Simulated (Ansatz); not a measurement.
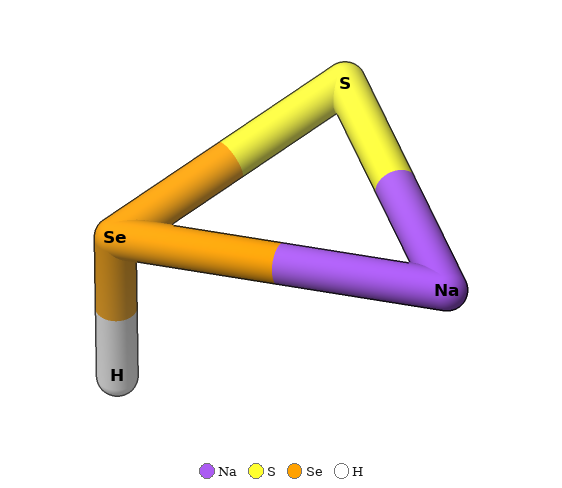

Computed geometry: PBE-D4/def2-SVP optimisation. No frequency run is at hand to confirm it as a minimum. Level of theory: RKS PBE-D4/def2-SVP (Ansatz 0.2.0).

> Give the dipole moment at this level.

7.24 D.
